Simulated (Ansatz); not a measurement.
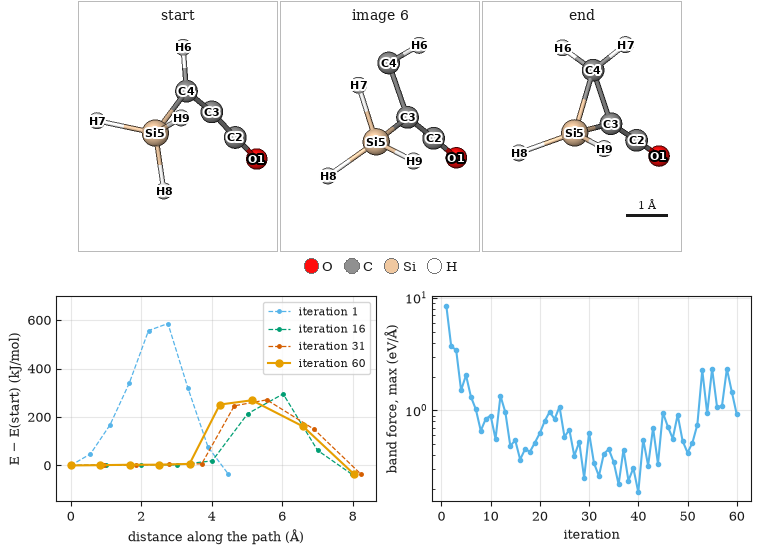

A nudged-elastic-band calculation for C3H4OSi. Images are numbered from 0 (start) to 8 (end). The plot follows the band through its iterations. Style: ball-and-stick. Shown from a free direction.

The calculation used RHF/def2-SVP in Ansatz. Set-up: 7 movable images; climbing image; force threshold 0.03 eV/Å; iteration limit 60; starting path by straight interpolation.

**Judge this run.**

The result isn't final. The band hadn't converged when the run stopped after 60 iterations. The largest component of the band force went from 8.5 to 0.92 eV/Å. The barrier read from it is provisional: over the last two iterations the highest image moved from 272.4 kJ/mol to 269.0 kJ/mol. The straight starting path can push atoms close together and costs iterations. The first iteration put the highest image at 585.8 kJ/mol. The highest point, image 6, lies 269.0 kJ/mol above the start and 305.7 kJ/mol above the end; the end is at −36.7 kJ/mol relative to the start.

Limits of the set-up: Hartree-Fock leaves out electron correlation.

Cost: 8.9 min on 1 thread of Arm Neoverse V2, on a shared host, peak memory 0.17 GiB.
